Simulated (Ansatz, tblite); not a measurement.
**BH2(SMe) (CH5BS): spin states and exact exchange**

Aim: set other spin states of BH2(SMe) (CH5BS) against its singlet, on many levels of theory.

Method: as each input shows; program: Ansatz 0.2.0, Gaussian basis.

Levels to be run: triplet, at the geometry of the singlet (GFN1-xTB, GFN2-xTB, PBE0-D4/def2-TZVP, PBE-D4/def2-TZVP, r2SCAN-D4/def2-TZVP); the singlet's energies come from earlier runs.

### Step 1. The structure

The geometry is that of the singlet, from an earlier relaxation (PBE0-D4/def2-TZVP).

8 atoms, charge 0, spin multiplicity 1.

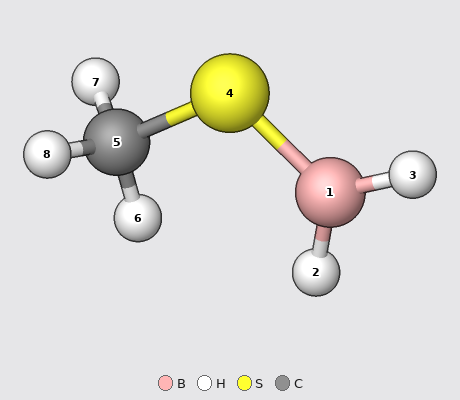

The geometry (boron pink, hydrogen white, sulfur yellow, carbon grey); atoms are numbered from 1 in the order of the file.

Geometry (Å):

```xyz
8

B     0.5353    1.0418   -1.0699
H     1.5366    0.9477   -0.4270
H     0.4433    1.7463   -2.0277
S    -0.9001    0.1346   -0.6485
C    -0.4637   -0.8220    0.8231
H     0.5843   -0.6649    1.0703
H    -0.6434   -1.8783    0.6249
H    -1.0923   -0.5052    1.6549
```

### Step 2. Triplet at the fixed geometry, GFN1-xTB

Tight binding, by tblite at 300 K electronic temperature and without a spin-polarisation term:

```python
tblite.interface.Calculator('GFN1-xTB', numbers, positions, charge=0, uhf=2).singlepoint()
```

Energy -263.8922 eV; 0.004 s.

### Step 3. Triplet at the fixed geometry, GFN2-xTB

Tight binding, by tblite at 300 K electronic temperature and without a spin-polarisation term:

```python
tblite.interface.Calculator('GFN2-xTB', numbers, positions, charge=0, uhf=2).singlepoint()
```

Energy -244.9082 eV; 0.004 s.

### Step 4. Triplet at the fixed geometry, PBE0-D4/def2-TZVP

File in.yaml:

```yaml
crystal:
  periodic: [false, false, false]
  atoms:
    - {symbol: B, position_ang: [0.535276, 1.041827, -1.069878]}
    - {symbol: H, position_ang: [1.536648, 0.947667, -0.426989]}
    - {symbol: H, position_ang: [0.443265, 1.746318, -2.027677]}
    - {symbol: S, position_ang: [-0.900149, 0.134577, -0.648508]}
    - {symbol: C, position_ang: [-0.463690, -0.821958, 0.823057]}
    - {symbol: H, position_ang: [0.584327, -0.664943, 1.070252]}
    - {symbol: H, position_ang: [-0.643370, -1.878332, 0.624875]}
    - {symbol: H, position_ang: [-1.092297, -0.505156, 1.654858]}
basis:
  gaussian: {orbitals: def2-TZVP}
magnetization: {spin_polarized: true, initial_magnetization: 2}
hamiltonian: {xc: pbe0, dispersion: d4}
scf: {omitted_lower_state_checks: [starts]}
output: {orbitals: {seedname: orbitals}}
```

On the command line:

```
ansatz run in.yaml --threads 4 --pin off --events-out ev --progress --plain --max-ram 3916MiB
```

Output:

```text
Functional definition: PBE0
  name "PBE0"
  cite "Adamo & Barone, J. Chem. Phys. 110, 6158 (1999) doi:10.1063/1.478522"
  cite "Perdew, Burke & Ernzerhof, Phys. Rev. Lett. 77, 3865 (1996) doi:10.1103/PhysRevLett.77.3865"
  parent pbe
  parameter a = 0.25
  parameter kappa = 0.804
  parameter beta = 0.06672455060314922
  exchange = (1 - a)*pbe_x(kappa = kappa, mu = beta*pi^2/3) + a*exact_x
  correlation = pbe_c(beta = beta)
these checks for a lower state are left out or cut short: starts
840 factors; their error is unknown
mean field evaluation 1: about -12615.1840 eV, gradient 3.3e1 eV
mean field evaluation 2: about -12607.3759 eV, gradient 4.5e1 eV
mean field evaluation 4: about -12620.7370 eV, gradient 3.9e0 eV
mean field evaluation 8: about -12620.8386 eV, gradient 1.5e-1 eV
mean field evaluation 16: about -12620.8558 eV, gradient 3.3e-4 eV
mean field -12620.85577006 eV, -463.8078948265 hartree, gradient 3.6e-5 eV, S^2 2.011082; 0 other end points of the search recorded, 0 dependent functions left out
reference -12620.85580222 eV, -463.8078960083 hartree; 17, 15 occupied and 112, 114 virtual orbitals, 840 factors
Total energy: -12620.95962050 eV, -463.8117112598 hartree
Checks for a lower state left out: starts
```

Run time: 1.9 s. Hardware: 4 threads of Arm Neoverse V1, shared host.

From the report: HOMO -3.48 eV, LUMO -5.65 eV (over both spins; with the spin held, an empty level of the minority spin lies below the top filled one); ⟨S²⟩ 2.011 (pure: 2.00).

### Step 5. Triplet at the fixed geometry, PBE-D4/def2-TZVP

start.molden holds the orbitals of an earlier run on this state, given as this run's starting guess.

Changes to in.yaml since step 4:

```diff
@@ -12,5 +12,5 @@
 basis:
-  gaussian: {orbitals: def2-TZVP}
+  gaussian: {orbitals: def2-TZVP, initial_orbitals: start.molden}
 magnetization: {spin_polarized: true, initial_magnetization: 2}
-hamiltonian: {xc: pbe0, dispersion: d4}
+hamiltonian: {xc: pbe, dispersion: d4}
 scf: {omitted_lower_state_checks: [starts]}
```

Same command.

Output:

```text
Functional definition: PBE
  name "PBE"
  cite "Perdew, Burke & Ernzerhof, Phys. Rev. Lett. 77, 3865 (1996) doi:10.1103/PhysRevLett.77.3865"
  parent pbe
  parameter kappa = 0.804
  parameter beta = 0.06672455060314922
  exchange = pbe_x(kappa = kappa, mu = beta*pi^2/3)
  correlation = pbe_c(beta = beta)
these checks for a lower state are left out or cut short: starts
830 factors; their error is unknown
mean field evaluation 1: about -12619.4520 eV, gradient 6.3e0 eV
mean field evaluation 2: about -12619.5195 eV, gradient 1.0e-1 eV
mean field evaluation 4: about -12619.5023 eV, gradient 7.5e-4 eV
mean field evaluation 8: about -12619.5023 eV, gradient 2.0e-5 eV
mean field -12619.50227575 eV, -463.7581548280 hartree, gradient 4.1e-6 eV, S^2 2.008227; 0 other end points of the search recorded, 0 dependent functions left out
reference -12619.50231840 eV, -463.7581563954 hartree; 17, 15 occupied and 112, 114 virtual orbitals, 830 factors
Total energy: -12619.62730175 eV, -463.7627494487 hartree
Checks for a lower state left out: starts
```

Wall time 1.7 s (4 threads of Arm Neoverse V1, shared host).

From the report: HOMO -2.48 eV, LUMO -6.81 eV (over both spins; with the spin held, an empty level of the minority spin lies below the top filled one); ⟨S²⟩ 2.008 (pure: 2.00).

### Step 6. Triplet at the fixed geometry, r2SCAN-D4/def2-TZVP

Changes to in.yaml since step 5:

```diff
@@ -14,3 +14,3 @@
 magnetization: {spin_polarized: true, initial_magnetization: 2}
-hamiltonian: {xc: pbe, dispersion: d4}
+hamiltonian: {xc: r2scan, dispersion: d4}
 scf: {omitted_lower_state_checks: [starts]}
```

Same command.

Output:

```text
Functional definition: r2SCAN
  name "r2SCAN"
  cite "Furness, Kaplan, Ning, Perdew & Sun, J. Phys. Chem. Lett. 11, 8208 (2020) doi:10.1021/acs.jpclett.0c02405"
  cite "Furness, Kaplan, Ning, Perdew & Sun, J. Phys. Chem. Lett. 11, 9248 (2020) doi:10.1021/acs.jpclett.0c03077"
  parent r2scan
  parameter k0 = 0.174
  parameter k1 = 0.065
  parameter a1 = 4.9479
  exchange = r2scan_x(k0 = k0, k1 = k1, a1 = a1)
  correlation = r2scan_c
these checks for a lower state are left out or cut short: starts
830 factors; their error is unknown
mean field evaluation 1: about -12625.1556 eV, gradient 4.4e0 eV
mean field evaluation 2: about -12625.1875 eV, gradient 5.0e-2 eV
mean field evaluation 4: about -12625.1704 eV, gradient 2.7e-4 eV
mean field -12625.17035665 eV, -463.9664529589 hartree, gradient 1.4e-5 eV, S^2 2.015929; 0 other end points of the search recorded, 0 dependent functions left out
reference -12625.17037211 eV, -463.9664535271 hartree; 17, 15 occupied and 112, 114 virtual orbitals, 830 factors
Total energy: -12625.19941315 eV, -463.9675207658 hartree
Checks for a lower state left out: starts
```

It took 3.1 s on 4 threads of Arm Neoverse V1, shared host.

HOMO -2.77 eV, LUMO -6.37 eV (over both spins; with the spin held, an empty level of the minority spin lies below the top filled one); ⟨S²⟩ 2.016 (pure: 2.00).

### Step 7. Triplet less singlet, vertical

The singlet's energies are those of its earlier runs, whose logs aren't repeated here.

```tsv
level	triplet less singlet, vertical (eV)	time
GFN1-xTB	+5.403	0.008 s
GFN2-xTB	+4.879	0.007 s
PBE-D4/def2-TZVP	+4.448	2.4 s
r2SCAN-D4/def2-TZVP	+4.345	4.9 s
PBE0-D4/def2-TZVP	+4.442	2.9 s
```

Times add the two runs; a level without a time comes out of a correlated run. Tight binding without a spin term can't rank spin states.

### Step 8. Results

| quantity | value |
| --- | --- |
| triplet less singlet, vertical, functionals in def2-TZVP | +4.345 (r2SCAN-D4) to +4.448 eV (PBE-D4) |

**Reading.** All functionals put the triplet above the singlet, over a spread of 0.103 eV. The checks for a lower triplet were left out, so another state of that spin may lie lower. These are electronic energies, without zero-point motion, entropy or surroundings.
